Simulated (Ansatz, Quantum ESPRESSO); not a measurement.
# MgNi3C (Pm-3m): zone-centre phonons, part 2 of 3

Which modes does MgNi3C (Pm-3m) have at the zone centre?

Quantum ESPRESSO 7.5; DFT LDA, scalar-relativistic, plane waves, GBRV ultrasoft pseudopotentials.

So far. Step 2 (A probe with smearing): No gap opens on this mesh, so smearing is kept; the start stands at -11 GPa. Step 4 (Self-consistent run for the response): The cell stands at -0.079 GPa, close enough for phonons. The relaxed cell has a = 3.734 Å (conventional setting).

## Step 5: Zone-centre response

At q = 0 one unit cell holds all displacements; symmetry groups them into irreducible representations that are solved one by one. With smeared occupations no response to a homogeneous field can be asked.

ph.in reads:

```
phonons
 &inputph
    prefix='x',
    outdir='./tmp',
    fildyn='g.dyn',
    tr2_ph=1.0d-18,
    alpha_mix(1)=0.4,
    nmix_ph=8,
 /
0.000000000000 0.000000000000 0.000000000000
```

Run with:

```sh
$ OMP_NUM_THREADS=1 mpirun -n 4 ph.x -nk 4 -in ph.in > ph.out
```

What it wrote:

```text
[banners, grids, parts of the stress and lines that vanish by symmetry left out]
[banner, memory and clock lines left out]
Program PHONON v.7.5

     ./tmp/x.save/

     IMPORTANT: XC functional enforced from input :
     Exchange-correlation= PZ
                           (   1   1   0   0   0   0   0)
     Any further DFT definition will be discarded
     Please, verify this is what you really want

     G-vector sticks info

     Check: negative core charge=   -0.000013
     Reading collected, re-writing distributed wavefunctions in ./tmp/

     Number and degeneracy of irreps per q-point
       N         xq(1)         xq(2)         xq(3)   N irreps
       1   0.000000000   0.000000000   0.000000000       5
        3   3   3   3   3

     Calculation of q =    0.0000000   0.0000000   0.0000000

     phonons

     bravais-lattice index     =            0
     lattice parameter (alat)  =       7.0565  a.u.
     unit-cell volume          =     351.3736 (a.u.)^3
     number of atoms/cell      =            5
     number of atomic types    =            3
     kinetic-energy cut-off    =      45.0000  Ry
     charge density cut-off    =     270.0000  Ry
     convergence threshold     =      1.0E-18
     beta                      =       0.4000
     number of iterations used =            8
     Exchange-correlation= PZ
                           (   1   1   0   0   0   0   0)

     celldm(1)=    7.05651  celldm(2)=    0.00000  celldm(3)=    0.00000
     celldm(4)=    0.00000  celldm(5)=    0.00000  celldm(6)=    0.00000

     crystal axes: (cart. coord. in units of alat)
               a(1) = (  1.0000  0.0000  0.0000 )
               a(2) = (  0.0000  1.0000  0.0000 )
               a(3) = (  0.0000  0.0000  1.0000 )

     reciprocal axes: (cart. coord. in units 2 pi/alat)
               b(1) = (  1.0000  0.0000  0.0000 )
               b(2) = (  0.0000  1.0000  0.0000 )
               b(3) = (  0.0000  0.0000  1.0000 )

     Atoms inside the unit cell:

     Cartesian axes

     site n.  atom      mass           positions (alat units)
        1  Mg     24.3050   tau(    1) = (    0.00000    0.00000    0.00000  )
        2  Ni     58.6934   tau(    2) = (    0.00000    0.50000    0.50000  )
        3  Ni     58.6934   tau(    3) = (    0.50000    0.00000    0.50000  )
        4  Ni     58.6934   tau(    4) = (    0.50000    0.50000    0.00000  )
        5  C      12.0110   tau(    5) = (    0.50000    0.50000    0.50000  )

     Computing dynamical matrix for
                    q = (   0.0000000   0.0000000   0.0000000 )

     49 Sym.Ops. (with q -> -q+G )

     G cutoff =  340.5520  (  26193 G-vectors)     FFT grid: ( 40, 40, 40)
     G cutoff =  227.0347  (  14363 G-vectors)  smooth grid: ( 32, 32, 32)

     number of k points=    35  Marzari-Vanderbilt smearing, width (Ry)=  0.0200
                       cart. coord. in units 2pi/alat
        k(    1) = (   0.0000000   0.0000000   0.0000000), wk =   0.0039062
        k(    2) = (   0.0000000   0.0000000   0.1250000), wk =   0.0234375
        k(    3) = (   0.0000000   0.0000000   0.2500000), wk =   0.0234375
        [... further k-points left out ...]

     PseudoPot. # 1 for Mg read from file:
     ./pseudo/Mg.upf
     Pseudo is Ultrasoft, Zval = 10.0
     Using radial grid of  821 points,  7 beta functions with:
                l(1) =   0
                l(2) =   0
                l(3) =   0
                l(4) =   1
                l(5) =   1
                l(6) =   2
                l(7) =   2
     Q(r) pseudized with  8 coefficients,  rinner =    1.200   1.200   1.200
                                                       1.200   1.200

     PseudoPot. # 2 for Ni read from file:
     ./pseudo/Ni.upf
     Pseudo is Ultrasoft + core correction, Zval = 18.0
     Using radial grid of  865 points,  6 beta functions with:
                l(1) =   0
                l(2) =   0
                l(3) =   1
                l(4) =   1
                l(5) =   2
                l(6) =   2
     Q(r) pseudized with 10 coefficients,  rinner =    0.980   0.980   0.980
                                                       0.980   0.980

     PseudoPot. # 3 for C  read from file:
     ./pseudo/C.upf
     Pseudo is Ultrasoft + core correction, Zval =  4.0
     Using radial grid of  721 points,  4 beta functions with:
                l(1) =   0
                l(2) =   0
                l(3) =   1
                l(4) =   1
     Q(r) pseudized with  8 coefficients,  rinner =    1.100   1.100   1.100

     Mode symmetry, O_h (m-3m)  point group:

     Atomic displacements:
     There are    5 irreducible representations

     Representation     1      3 modes -  To be done

     Representation     2      3 modes -  To be done

     Representation     3      3 modes -  To be done

     Representation     4      3 modes -  To be done

     Representation     5      3 modes -  To be done

     Alpha used in Ewald sum =   2.4000

     Representation #   1 modes #   1   2   3

     Self-consistent Calculation
      iter #   1   av.it.:  10.6
      thresh= 1.000E-02 alpha_mix =  0.400 |ddv_scf|^2 =  1.750E-05
      iter #   2   av.it.:  15.8
      thresh= 4.183E-04 alpha_mix =  0.400 |ddv_scf|^2 =  5.574E-07
      iter #   3   av.it.:  16.5
      thresh= 7.466E-05 alpha_mix =  0.400 |ddv_scf|^2 =  7.003E-08
      iter #   4   av.it.:  17.6
      thresh= 2.646E-05 alpha_mix =  0.400 |ddv_scf|^2 =  3.762E-10
      iter #   5   av.it.:  17.8
      thresh= 1.940E-06 alpha_mix =  0.400 |ddv_scf|^2 =  9.391E-12
      iter #   6   av.it.:  18.0
      thresh= 3.064E-07 alpha_mix =  0.400 |ddv_scf|^2 =  1.038E-12
      iter #   7   av.it.:  18.4
      thresh= 1.019E-07 alpha_mix =  0.400 |ddv_scf|^2 =  1.879E-14
      iter #   8   av.it.:  18.6
      thresh= 1.371E-08 alpha_mix =  0.400 |ddv_scf|^2 =  1.556E-16
      iter #   9   av.it.:  17.3
      thresh= 1.247E-09 alpha_mix =  0.400 |ddv_scf|^2 =  2.199E-17
      iter #  10   av.it.:  18.3
      thresh= 4.689E-10 alpha_mix =  0.400 |ddv_scf|^2 =  2.367E-19

     End of self-consistent calculation

     Convergence has been achieved

     Representation #   2 modes #   4   5   6

     Self-consistent Calculation
      iter #   1   av.it.:   9.7
      thresh= 1.000E-02 alpha_mix =  0.400 |ddv_scf|^2 =  8.765E-06
      iter #   2   av.it.:  15.1
      thresh= 2.961E-04 alpha_mix =  0.400 |ddv_scf|^2 =  6.790E-07
      iter #   3   av.it.:  15.6
      thresh= 8.240E-05 alpha_mix =  0.400 |ddv_scf|^2 =  5.628E-08
      iter #   4   av.it.:  16.3
      thresh= 2.372E-05 alpha_mix =  0.400 |ddv_scf|^2 =  9.188E-10
[...]
End of self-consistent calculation

     Convergence has been achieved

     Representation #   3 modes #   7   8   9

     Self-consistent Calculation
[...]
End of self-consistent calculation

     Convergence has been achieved

     Representation #   4 modes #  10  11  12

     Self-consistent Calculation
[...]
End of self-consistent calculation

     Convergence has been achieved

     Representation #   5 modes #  13  14  15

     Self-consistent Calculation
[...]
iter #   3   av.it.:  17.9
      thresh= 9.248E-05 alpha_mix =  0.400 |ddv_scf|^2 =  6.300E-09
      iter #   4   av.it.:  18.9
      thresh= 7.938E-06 alpha_mix =  0.400 |ddv_scf|^2 =  3.553E-11
      iter #   5   av.it.:  18.4
      thresh= 5.961E-07 alpha_mix =  0.400 |ddv_scf|^2 =  5.816E-12
      iter #   6   av.it.:  19.7
      thresh= 2.412E-07 alpha_mix =  0.400 |ddv_scf|^2 =  1.867E-14
      iter #   7   av.it.:  18.4
      thresh= 1.366E-08 alpha_mix =  0.400 |ddv_scf|^2 =  1.341E-16
      iter #   8   av.it.:  18.3
      thresh= 1.158E-09 alpha_mix =  0.400 |ddv_scf|^2 =  4.823E-18
      iter #   9   av.it.:  18.2
      thresh= 2.196E-10 alpha_mix =  0.400 |ddv_scf|^2 =  4.101E-21

     End of self-consistent calculation

     Convergence has been achieved

     Number of q in the star =    1
     List of q in the star:
          1   0.000000000   0.000000000   0.000000000

     Diagonalizing the dynamical matrix

     q = (    0.000000000   0.000000000   0.000000000 )

 **************************************************************************
     freq (    1) =      -0.257068 [THz] =      -8.574876 [cm-1]
     freq (    2) =      -0.257068 [THz] =      -8.574876 [cm-1]
     freq (    3) =      -0.257068 [THz] =      -8.574876 [cm-1]
     freq (    4) =       4.278835 [THz] =     142.726588 [cm-1]
     freq (    5) =       4.278835 [THz] =     142.726588 [cm-1]
     freq (    6) =       4.278835 [THz] =     142.726588 [cm-1]
     freq (    7) =       5.392344 [THz] =     179.869235 [cm-1]
     freq (    8) =       5.392344 [THz] =     179.869235 [cm-1]
     freq (    9) =       5.392344 [THz] =     179.869235 [cm-1]
     freq (   10) =       8.769764 [THz] =     292.527841 [cm-1]
     freq (   11) =       8.769764 [THz] =     292.527841 [cm-1]
     freq (   12) =       8.769764 [THz] =     292.527841 [cm-1]
     freq (   13) =      18.899267 [THz] =     630.411704 [cm-1]
     freq (   14) =      18.899267 [THz] =     630.411704 [cm-1]
     freq (   15) =      18.899267 [THz] =     630.411704 [cm-1]
 **************************************************************************

     Mode symmetry, O_h (m-3m)  point group:

     freq (   1-   3) =         -8.6  [cm-1]   --> T_1u G_15  G_4- I
     freq (   4-   6) =        142.7  [cm-1]   --> T_1u G_15  G_4- I
     freq (   7-   9) =        179.9  [cm-1]   --> T_2u G_25  G_5-
     freq (  10-  12) =        292.5  [cm-1]   --> T_1u G_15  G_4- I
     freq (  13-  15) =        630.4  [cm-1]   --> T_1u G_15  G_4- I
```

Run time: 6.2 min. Hardware: 4 MPI ranks of Intel Xeon 6975P-C (Granite Rapids), shared host.

This step gave:

```
largest acoustic frequency at the zone centre before the sum rule : -8.57 cm⁻¹
highest optical zone-centre mode (no LO-TO term)                  : 630.4 cm⁻¹
lowest optical zone-centre mode                                   : 142.7 cm⁻¹
```

The acoustic modes at Γ come out as far as 8.6 cm⁻¹ from zero, where they should vanish, a small numerical error.

## Step 6: Modes with the sum rule

A rigid shift of the crystal must cost nothing, but grids and finite bases break this; the acoustic sum rule is imposed before the matrix is diagonalised again.

dynmat.in reads:

```
 &input
    fildyn='g.dyn',
    asr='simple',
    fileig='dynmat.eig',
 /
```

Run with:

```sh
$ dynmat.x -in dynmat.in > dynmat.out
```

What it wrote:

```text
[banner, memory and clock lines left out]
Program DYNMAT v.7.5

     Reading Dynamical Matrix from file g.dyn
     ...Force constants read
     ...epsilon and Z* not read (not found on file)
     A direction for q was not specified:TO-LO splitting will be absent

     Polarizability (A^3 units)
     multiply by 1.000000 for Clausius-Mossotti correction
         0.000000    0.000000    0.000000
         0.000000    0.000000    0.000000
         0.000000    0.000000    0.000000

     IR activities are in (D/A)^2/amu units

# mode   [cm-1]    [THz]      IR
    1     -0.00   -0.0000    0.0000
    2     -0.00   -0.0000    0.0000
    3      0.00    0.0000    0.0000
    4    142.97    4.2860    0.0000
    5    142.97    4.2860    0.0000
    6    142.97    4.2860    0.0000
    7    180.09    5.3989    0.0000
    8    180.09    5.3989    0.0000
    9    180.09    5.3989    0.0000
   10    292.64    8.7730    0.0000
   11    292.64    8.7730    0.0000
   12    292.64    8.7730    0.0000
   13    630.42   18.8996    0.0000
   14    630.42   18.8996    0.0000
   15    630.42   18.8996    0.0000

[end of the log left out, with the tail of the file of modes that dynmat.x writes under the same name]
```

Wall time 0.62 s (1 thread).

Read from the output:

```
lowest optical zone-centre mode : 143.0 cm⁻¹
```

Unit eigenvectors of the mass-weighted matrix after the sum rule; no LO-TO term. Modes at Γ, with each element's share of the kinetic energy:

| mode | frequency (cm⁻¹) | symmetry | Mg % | Ni % | C % |
| --- | --- | --- | --- | --- | --- |
| 1 | 0.0 | acoustic | 11 | 83 | 6 |
| 2 | 0.0 | acoustic | 11 | 83 | 6 |
| 3 | 0.0 | acoustic | 11 | 83 | 6 |
| 4 | 143.0 | T1u | 9 | 77 | 14 |
| 5 | 143.0 | T1u | 9 | 77 | 14 |
| 6 | 143.0 | T1u | 9 | 77 | 14 |
| 7 | 180.1 | T2u | 0 | 100 | 0 |
| 8 | 180.1 | T2u | 0 | 100 | 0 |
| 9 | 180.1 | T2u | 0 | 100 | 0 |
| 10 | 292.6 | T1u | 80 | 20 | 0 |
| 11 | 292.6 | T1u | 80 | 20 | 0 |
| 12 | 292.6 | T1u | 80 | 20 | 0 |
| 13 | 630.4 | T1u | 0 | 20 | 80 |
| 14 | 630.4 | T1u | 0 | 20 | 80 |
| 15 | 630.4 | T1u | 0 | 20 | 80 |

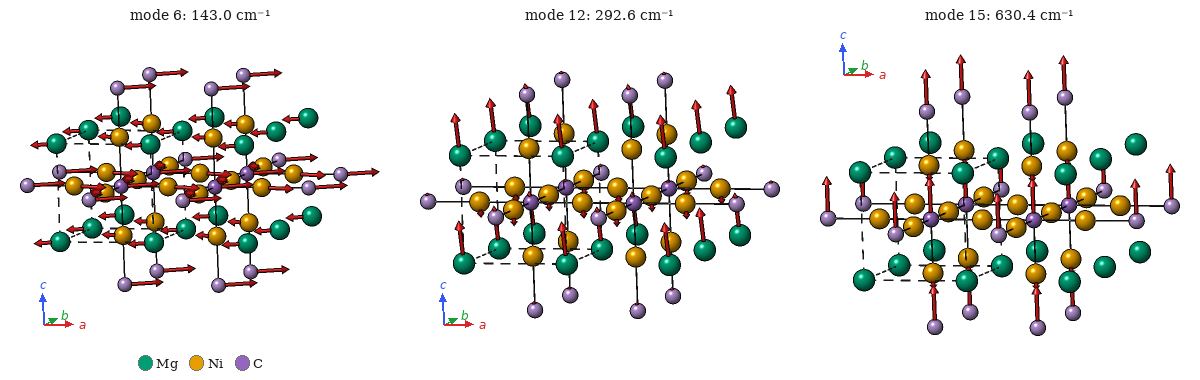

Displacement patterns of modes 6, 12 and 15 at Γ; arrows are exaggerated. 2×2×1 cells are drawn. Some periodic images of atoms are drawn too.

The rule moves no optical mode by more than 0.3 cm⁻¹.

## Step 7: Sum rules set otherwise: a sum rule for molecules or wires on a crystal

This rule also removes rotations, which suits wires and not a crystal; it is tried to see the harm.

dynmat.in reads:

```
 &input
    fildyn='g.dyn',
    asr='one-dim',
    fileig='dynmat.eig',
 /
```

Run with:

```sh
$ dynmat.x -in dynmat.in > dynmat.out
```

What it wrote:

```text
[banner, memory and clock lines left out]
Program DYNMAT v.7.5

     Reading Dynamical Matrix from file g.dyn
     ...Force constants read
     ...epsilon and Z* not read (not found on file)
asr rotation axis in 1D system=    3
     Acoustic Sum Rule: || Z*(ASR) - Z*(orig)|| =    0.000000E+00
     Acoustic Sum Rule: ||dyn(ASR) - dyn(orig)||=    1.325543E-01
     A direction for q was not specified:TO-LO splitting will be absent

     Polarizability (A^3 units)
     multiply by 1.000000 for Clausius-Mossotti correction
         0.000000    0.000000    0.000000
         0.000000    0.000000    0.000000
         0.000000    0.000000    0.000000

     IR activities are in (D/A)^2/amu units

# mode   [cm-1]    [THz]      IR
    1     -0.00   -0.0000    0.0000
    2     -0.00   -0.0000    0.0000
    3      0.00    0.0000    0.0000
    4      0.00    0.0000    0.0000
    5    142.72    4.2786    0.0000
    6    142.72    4.2786    0.0000
    7    172.19    5.1622    0.0000
    8    179.87    5.3923    0.0000
    9    179.87    5.3923    0.0000
   10    273.60    8.2024    0.0000
   11    292.50    8.7691    0.0000
   12    292.50    8.7691    0.0000
   13    630.37   18.8981    0.0000
   14    630.37   18.8981    0.0000
   15    641.41   19.2290    0.0000

[end of the log left out, with the tail of the file of modes that dynmat.x writes under the same name]
```

Wall time 0.63 s (1 thread).

The program raised no error, yet the settings are not those of a careful run.

The fault: a sum rule for molecules or wires on a crystal; 1 optical mode is projected out to zero frequency, as if it were a rotation.

For a crystal the rule has to be 'simple' or 'crystal'.

Zone-centre frequencies as printed; negative means imaginary. Modes:

| mode | frequency (cm⁻¹) |
| --- | --- |
| 1 | 0 |
| 2 | 0 |
| 3 | 0 |
| 4 | 0 |
| 5 | 142.7 |
| 6 | 142.7 |
| 7 | 172.2 |
| 8 | 179.9 |
| 9 | 179.9 |
| 10 | 273.6 |
| 11 | 292.5 |
| 12 | 292.5 |
| 13 | 630.4 |
| 14 | 630.4 |
| 15 | 641.4 |

## Step 8: Sum rules set otherwise (asr crystal)

The rule can be imposed in more than one way; the choices should agree where the raw error is small.

dynmat.in reads:

```
 &input
    fildyn='g.dyn',
    asr='crystal',
    fileig='dynmat.eig',
 /
```

Run with:

```sh
$ dynmat.x -in dynmat.in > dynmat.out
```

What it wrote:

```text
[banner, memory and clock lines left out]
Program DYNMAT v.7.5

     Reading Dynamical Matrix from file g.dyn
     ...Force constants read
     ...epsilon and Z* not read (not found on file)
     Acoustic Sum Rule: || Z*(ASR) - Z*(orig)|| =    0.000000E+00
     Acoustic Sum Rule: ||dyn(ASR) - dyn(orig)||=    5.588575E-04
     A direction for q was not specified:TO-LO splitting will be absent

     Polarizability (A^3 units)
     multiply by 1.000000 for Clausius-Mossotti correction
         0.000000    0.000000    0.000000
         0.000000    0.000000    0.000000
         0.000000    0.000000    0.000000

     IR activities are in (D/A)^2/amu units

# mode   [cm-1]    [THz]      IR
    1     -0.00   -0.0000    0.0000
    2     -0.00   -0.0000    0.0000
    3      0.00    0.0000    0.0000
    4    142.72    4.2786    0.0000
    5    142.72    4.2786    0.0000
    6    142.72    4.2786    0.0000
    7    179.87    5.3923    0.0000
    8    179.87    5.3923    0.0000
    9    179.87    5.3923    0.0000
   10    292.50    8.7691    0.0000
   11    292.50    8.7691    0.0000
   12    292.50    8.7691    0.0000
   13    630.37   18.8981    0.0000
   14    630.37   18.8981    0.0000
   15    630.37   18.8981    0.0000

[end of the log left out, with the tail of the file of modes that dynmat.x writes under the same name]
```

Wall time 0.62 s (1 thread).

This step gave:

```
lowest optical zone-centre mode : 142.7 cm⁻¹
```

Zone-centre frequencies as printed; negative means imaginary. Modes:

| mode | frequency (cm⁻¹) |
| --- | --- |
| 1 | 0 |
| 2 | 0 |
| 3 | 0 |
| 4 | 142.7 |
| 5 | 142.7 |
| 6 | 142.7 |
| 7 | 179.9 |
| 8 | 179.9 |
| 9 | 179.9 |
| 10 | 292.5 |
| 11 | 292.5 |
| 12 | 292.5 |
| 13 | 630.4 |
| 14 | 630.4 |
| 15 | 630.4 |

Against the first rule no mode moves by more than 0.3 cm⁻¹.

(Continued in part 3 of 3.)

[Host names and launcher messages were left out of these logs when they were recorded.]

[Logs are printed without paths, hosts, clocks, repeated set-up lines and the standing remarks that a program may print on its own settings, such as how far it seeks lower states.]

[Hosts, paths, dates, database ids (printed as entryN), source tags and the programs' standing remarks are cut or masked in the printed files.]
